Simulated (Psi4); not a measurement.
**ZnH2S (SMILES [SH][ZnH]): a chain of runs**

Wanted: a geometry optimisation (BP86-D3(BJ)/aug-cc-pVDZ), then the harmonic vibrations, then the vertical excitations (TDA-BP86/aug-cc-pVDZ) of ZnH2S. 

Program for the calculation: Psi4 1.11.

**1. Starting point**

ZnH2S has 4 atoms, charge 0, and is taken as a singlet. SMILES: `[SH][ZnH]`. The coordinates come from a PBE0-D4/def2-TZVP relaxation. The run starts from this shape.

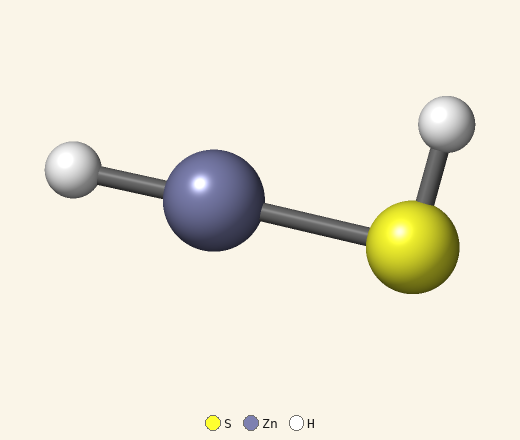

The structure, seen from a chosen angle (sulfur yellow, zinc blue, hydrogen white).

**2. A geometry optimisation at BP86-D3(BJ)/aug-cc-pVDZ (density fitting) (run 1)**

The input, job.py:

```python
import psi4

psi4.set_memory('1600 MB')
psi4.set_num_threads(1)
psi4.set_output_file('psi4.out', False)

m = psi4.geometry("""
0 1
S     -0.14909939    -2.77562973     0.58373640
Zn    -0.64364072     1.06504964    -0.77856716
H      1.92581989    -2.16335847     1.91769407
H     -1.02801101     3.75998807    -1.76122475
units bohr
""")

psi4.set_options({
    'basis': 'aug-cc-pVDZ',
    'geom_maxiter': 60,
})

result = psi4.optimize('bp86-d3bj')
print(f'total energy {result:.8f} hartree = {result * 27.211386:.5f} eV')
print(m.to_string(dtype='xyz', units='Angstrom'))
```

The run is started by

```console
$ python job.py
```

psi4.out:

```text
[...]
  Running in c1 symmetry.
[...]
  Nuclear repulsion =  142.095423634156958
[...]
  Multiplicity = 1
[...]
  Nalpha       = 24
  Nbeta        = 24
[...]
    Number of basis functions: 104
[...]
   @DF-RKS iter   1: -2176.07739018879693    4.12811e-01   4.08687e-02 DIIS/ADIIS
[...]
   @DF-RKS iter   7: -2179.16548734300522   -7.27596e-12   7.37210e-09 DIIS
[...]
  @DF-RKS Final Energy: -2179.16548734300522
   => Energetics <=
    Nuclear Repulsion Energy =            141.3781018136612602
    One-Electron Energy =               -3314.7656324590238910
    Two-Electron Energy =                1092.0406002780234758
    DFT Exchange-Correlation Energy =     -97.8144448451269000
    Empirical Dispersion Energy =          -0.0041121305395884
    VV10 Nonlocal Energy =                  0.0000000000000000
    Total Energy =                      -2179.1654873430052248
[...]
  -Total Gradient:
     Atom            X                  Y                   Z
    ------   -----------------  -----------------  -----------------
       1        0.000015293359    -0.000003925793     0.000012310170
       2       -0.000011927869     0.000015206032    -0.000013251535
       3        0.000009292607     0.000008508117     0.000004474592
       4        0.000014505321     0.000008944600     0.000008502446
[...]
    Final optimized geometry and variables:
    Molecular point group: c1
    Full point group: C1
    Geometry (in Bohr), charge = 0, multiplicity = 1:
    S            0.298758511325    -2.597986867795     0.895718931248
    ZN          -0.178482195155     1.267990983370    -0.460699118113
    H            2.412398149137    -1.974570176226     2.254658897030
    H           -0.568541177096     3.960475804700    -1.446869947968
[...]
```

Standard output:

```text
Optimizer: Optimization complete!
total energy -2179.16548734 hartree = -59298.11323 eV
4
0 1 H2SZn
S                     0.158096195687    -1.374795444057     0.473994045582
Zn                   -0.094448710186     0.670991931735    -0.243791474281
H                     1.276586123586    -1.044897538128     1.193114106143
H                    -0.300859034247     2.095793539257    -0.765650603268
```

Wall time 45 s (1 thread of Intel Xeon 6975P-C (Granite Rapids), shared host); peak memory 1.1 GiB.

Step by step:

```csv
step,energy from the first frame kept (eV),largest force (eV/Å)
0,0.0000,0.6522
1,-0.0084,0.0575
2,-0.0085,0.0222
3,-0.0086,0.0012
```

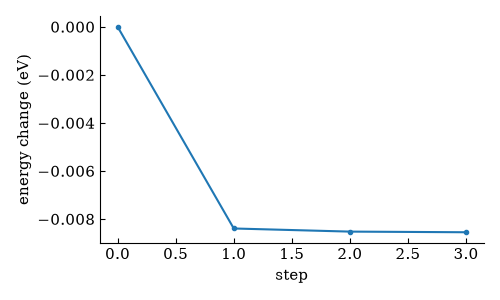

Energy along the run.

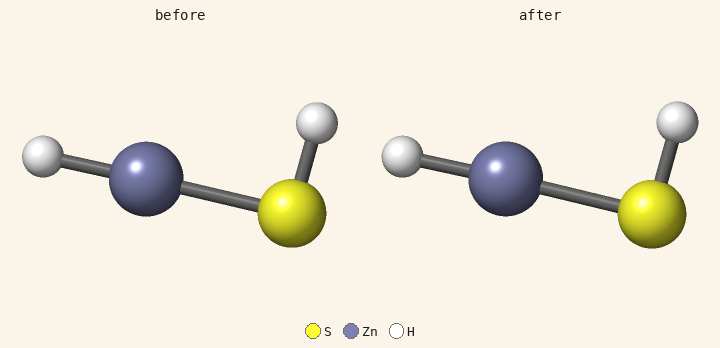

Before and after, at one scale.

After the run. Bond lengths: S1–Zn2 2.183 Å, S1–H3 1.370 Å, Zn2–H4 1.531 Å. Angles: S1–Zn2–H4 178.7°, Zn2–S1–H3 92.4°.

**3. The harmonic vibrations at BP86-D3(BJ)/aug-cc-pVDZ (density fitting) (run 2)**

The input, job.in:

```
memory 1600 MB

molecule {
  0 1
  S     -0.085151    -1.477726     0.306718
  Zn    -0.337696     0.568062    -0.411068
  H      1.033338    -1.147828     1.025838
  H     -0.544107     1.992863    -0.932927
  units angstrom
}

set {
  basis aug-cc-pVDZ
  t 400.0
  rotational_symmetry_number 1
}

e, wfn = freq("bp86-d3bj2b", return_wfn=True)
```

The run is started by

```console
$ psi4 job.in job.out -n 1
```

job.out:

```text
[...]
  Running in c1 symmetry.
[...]
  Nuclear repulsion =  141.378068123965562
[...]
  Multiplicity = 1
[...]
  Nalpha       = 24
  Nbeta        = 24
[...]
    Number of basis functions: 104
[...]
   @DF-RKS iter   1: -2176.07175656639492    4.01496e-01   4.08802e-02 ADIIS/DIIS
[...]
   @DF-RKS iter  14: -2179.16548679490597   -2.72848e-12   4.65245e-09 DIIS
[...]
  @DF-RKS Final Energy: -2179.16548679490597
   => Energetics <=
    Nuclear Repulsion Energy =            141.3665571227861903
    One-Electron Energy =               -3314.7429512586877536
    Two-Electron Energy =                1092.0290790921503685
    DFT Exchange-Correlation Energy =     -97.8140599154117325
    Empirical Dispersion Energy =          -0.0041118357428471
    VV10 Nonlocal Energy =                  0.0000000000000000
    Total Energy =                      -2179.1654867949059735
[...]
  -Total Gradient:
     Atom            X                  Y                   Z
    ------   -----------------  -----------------  -----------------
       1       -0.000347668929    -0.000102591358    -0.000239737208
       2       -0.000003884884    -0.000128560301     0.000070688261
       3        0.000383550161     0.000102103022     0.000249487061
       4       -0.000004902526     0.000157758752    -0.000068351124
[...]
  ==> Harmonic Vibrational Analysis <==
[...]
  Freq [cm^-1]                 389.2685            409.9890            438.9210
[...]
  IR activ [km/mol]            17.1384             56.0033             39.8277
[...]
  Freq [cm^-1]                 612.6527           1927.7572           2576.9800
[...]
  IR activ [km/mol]             5.7643             116.6016             1.6629
[...]
  Total E_0, Enthalpy at 0 [K]                                                        -2179.15100829 [Eh]
[...]
```

The script printed:

```text
Warning: used thermodynamics relations inappropriate for low-frequency modes: ['389.2685' '409.9890' '438.9210' '612.6527']
```

It took 4.2 min on 1 thread of Intel Xeon 6975P-C (Granite Rapids), shared host; peak memory 1.1 GiB.

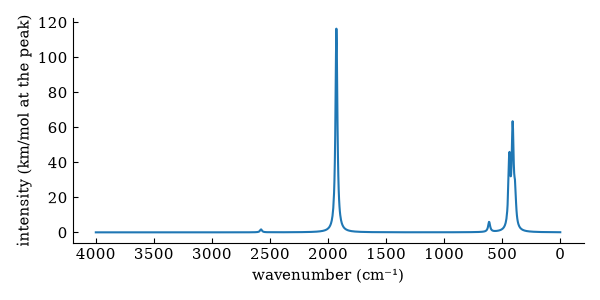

Harmonic infrared spectrum, unscaled, lines broadened by 10 cm⁻¹.

**4. The vertical excitations at TDA-BP86/aug-cc-pVDZ (density fitting, save jk yes) (run 3)**

The input, h2szn.dat:

```
memory 1.6 GB

molecule mol {
  0 1
  S     -0.085151    -1.477726     0.306718
  Zn    -0.337696     0.568062    -0.411068
  H      1.033338    -1.147828     1.025838
  H     -0.544107     1.992863    -0.932927
}

set globals {
  basis     aug-cc-pVDZ
  reference rks
  save_jk   true
}

from psi4.driver.procrouting.response.scf_response import tdscf_excitations
E, wfn = energy("bp86", return_wfn=True)
states = tdscf_excitations(wfn, states=6, tda=True)
```

The run is started by

```console
$ psi4 -n 1 h2szn.dat h2szn.out
```

h2szn.out:

```text
[...]
  Running in c1 symmetry.
[...]
  Nuclear repulsion =  141.378068123965562
[...]
  Multiplicity = 1
[...]
  Nalpha       = 24
  Nbeta        = 24
[...]
    Number of basis functions: 104
[...]
   @DF-RKS iter   1: -2176.06746461861667    4.01664e-01   4.08812e-02 ADIIS/DIIS
[...]
   @DF-RKS iter  11: -2179.16137520796519   -5.88761e-08   8.40049e-07 DIIS
[...]
  @DF-RKS Final Energy: -2179.16137520796519
   => Energetics <=
    Nuclear Repulsion Energy =            141.3780681239655621
    One-Electron Energy =               -3314.7670910178412669
    Two-Electron Energy =                1092.0421484729085932
    DFT Exchange-Correlation Energy =     -97.8145007869979537
    Empirical Dispersion Energy =           0.0000000000000000
    VV10 Nonlocal Energy =                  0.0000000000000000
    Total Energy =                      -2179.1613752079651931
[...]
 Multipole Moments:
 ------------------------------------------------------------------------------------
     Multipole            Electronic (a.u.)      Nuclear  (a.u.)        Total (a.u.)
 ------------------------------------------------------------------------------------
 L = 1.  Multiply by 2.5417464519 to convert [e a0] to [Debye]
 Dipole X            :         -1.1090350            1.2695259            0.1604909
 Dipole Y            :          1.9670718           -1.5421562            0.4249155
 Dipole Z            :         -1.3140529            1.3183191            0.0042662
 Magnitude           :                                                    0.4542342
[...]
                                    Excitation Energy         Total Energy        Oscillator Strength             Rotatory Strength
[...]
Excited State    1 (1 A):   0.17079 au   266.78 nm f = 0.0007
[...]
Excited State    3 (1 A):   0.19622 au   232.20 nm f = 0.0260
[...]
```

Wall time 17 s (1 thread of Intel Xeon 6975P-C (Granite Rapids), shared host); peak memory 1 GiB.

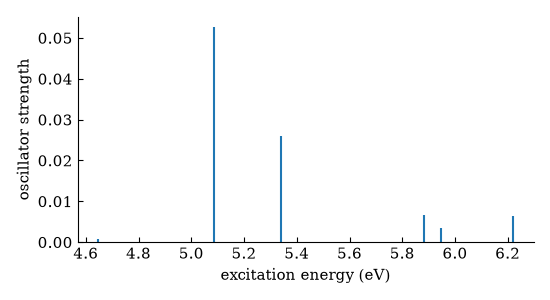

Vertical excitations as sticks.

The roots found:

```csv
excited state,energy (eV),strength,label
1,4.647,0.0007,A 1
2,5.087,0.0526,A 1
3,5.340,0.0261,A 1
4,5.881,0.0066,A 1
5,5.946,0.0035,A 1
6,6.219,0.0065,A 1
```

**5. What came out**

```
                                                                              quantity             value
                               run 1, BP86-D3(BJ)/aug-cc-pVDZ: total energy at the end    -2179.16549 Eh
                                         run 1, BP86-D3(BJ)/aug-cc-pVDZ: dipole moment            1.15 D
                                           run 1, BP86-D3(BJ)/aug-cc-pVDZ: HOMO energy          -6.26 eV
                                           run 1, BP86-D3(BJ)/aug-cc-pVDZ: LUMO energy          -1.62 eV
                                         run 1, BP86-D3(BJ)/aug-cc-pVDZ: HOMO–LUMO gap           4.64 eV
                                     run 1, BP86-D3(BJ)/aug-cc-pVDZ: dispersion energy     -10.80 kJ/mol
                            run 2, BP86-D3(BJ)/aug-cc-pVDZ: lowest harmonic wavenumber          389 cm⁻¹
                           run 2, BP86-D3(BJ)/aug-cc-pVDZ: highest harmonic wavenumber         2577 cm⁻¹
                                     run 2, BP86-D3(BJ)/aug-cc-pVDZ: zero-point energy       38.0 kJ/mol
run 2, BP86-D3(BJ)/aug-cc-pVDZ: ideal-gas entropy at 400 K (symmetry number 1 as used)  68.5 cal/(mol K)
                        run 3, TDA-BP86/aug-cc-pVDZ: ground-state or mean-field energy    -2179.16138 Eh
                   run 3, TDA-BP86/aug-cc-pVDZ: dipole moment (BP86 Kohn–Sham density)            1.15 D
                    run 3, TDA-BP86/aug-cc-pVDZ: HOMO energy (BP86 Kohn–Sham orbitals)          -6.26 eV
                    run 3, TDA-BP86/aug-cc-pVDZ: LUMO energy (BP86 Kohn–Sham orbitals)          -1.62 eV
                  run 3, TDA-BP86/aug-cc-pVDZ: HOMO–LUMO gap (BP86 Kohn–Sham orbitals)           4.64 eV
                                 run 3, TDA-BP86/aug-cc-pVDZ: lowest excitation energy           4.65 eV
```

The optimisation (run 1, BP86-D3(BJ)/aug-cc-pVDZ) took 4 steps and changed the energy by -0.009 eV. All 6 modes (run 2, BP86-D3(BJ)/aug-cc-pVDZ) are real, so the shape is a minimum at this level. The brightest of the 6 transitions from the ground state lies at 5.09 eV (244 nm, f = 0.053); the lowest, at 4.65 eV, has f = 0.001.
